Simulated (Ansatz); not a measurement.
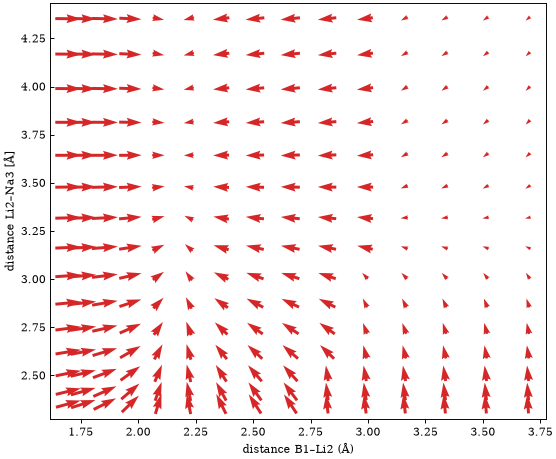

The system B + LiNa, spin multiplicity 2. First axis: distance B1–Li2. Second axis: distance Li2–Na3. Nothing is relaxed (the angle B1–Li2–Na3 is fixed at 180 degrees). The grid has 15 × 15 points. Points are written as (first, second). In part of the range the unrestricted reference is strongly spin-contaminated. Level of theory: UHF/def2-TZVPD (Ansatz 0.2.0).

In the figure: arrows along the force (downhill), their lengths compressed.

Question: The arrows alone are given. Where is the energy lowest?

Answer: The arrows converge at about (2.162 Å, 3.627 Å) (read from the interpolated surface).

The energy map of the same scan:

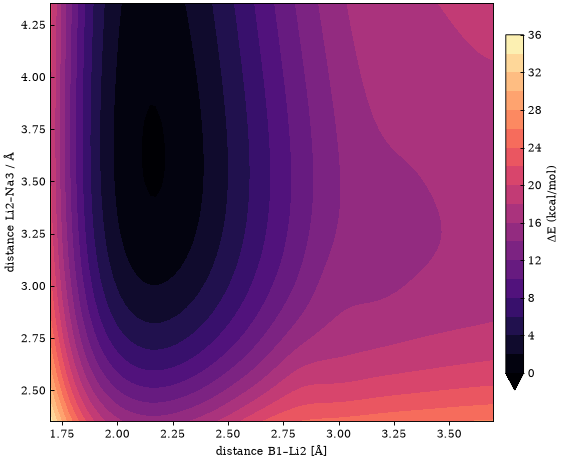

Energies are in kcal/mol, from the lowest grid point; between grid points the surface is interpolated.
